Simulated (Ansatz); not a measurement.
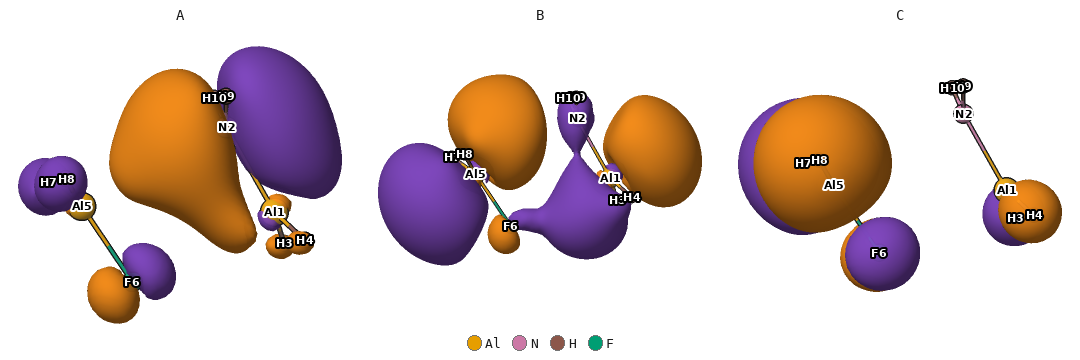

The picture shows: AlH4N···AlFH2. Three frontier orbitals at ±0.06 Å⁻³ᐟ² (orange and purple are the two phases), in no order.

Not at a stationary point (largest force 1.3 eV/Å).

The calculation used RKS PBE-D4/def2-SVP in Ansatz 0.2.0.

Input file:

```
crystal:
  periodic: [false, false, false]
  atoms:
    - { symbol: Al, position_ang: [-1.5375, 0.2404, -0.6467] }
    - { symbol: "N", position_ang: [-0.0347, -1.059, 0.3855] }
    - { symbol: H, position_ang: [-1.6844, -0.1262, -2.1297] }
    - { symbol: H, position_ang: [-2.6953, 0.6849, 0.2547] }
    - { symbol: Al, position_ang: [1.5492, 0.523, 0.4054] }
    - { symbol: F, position_ang: [0.0193, 1.6585, -0.503] }
    - { symbol: H, position_ang: [2.6352, 0.232, -0.6378] }
    - { symbol: H, position_ang: [1.8163, 1.1336, 1.7871] }
    - { symbol: H, position_ang: [-0.304, -1.4424, 1.2894] }
    - { symbol: H, position_ang: [0.2358, -1.8447, -0.2049] }
basis:
  gaussian: { orbitals: def2-SVP }
hamiltonian:
  xc: pbe
  dispersion: d4
relax:
  f_tol: 0.15
  max_steps: 25
  restrain:
    - { distance: [0, 5], at: 3.08, k: 30.0 }
    - { distance: [4, 1], at: 3.22, k: 30.0 }
    - { distance: [0, 1], at: 1.92, k: 30.0 }
    - { distance: [4, 5], at: 1.78, k: 30.0 }
output:
  orbitals: {}
```

Launched as:

```sh
ansatz run input.yaml --threads 2 --pin off --max-ram 3072MiB --backend cpu --events-out ev --progress --plain --runs-dir out
```

The fields are those of the run's last geometry, not of the input's.

Q: Order the three orbitals by energy and name them.

A: C is the HOMO−1 (−7.19 eV). It lies mainly on Al5 (about 30 %), H8 (about 25 %), H7 (about 25 %) and F6 (about 10 %). A is the HOMO (−6.51 eV). By Hirshfeld shares it lies mainly on N2 (about 70 %); largely a lone pair of N2. B is the LUMO (−1.78 eV). By Hirshfeld shares it lies mainly on Al5 (about 50 %) and Al1 (about 25 %).

Q: What is the HOMO–LUMO gap?

A: 4.73 eV between the orbital energies.
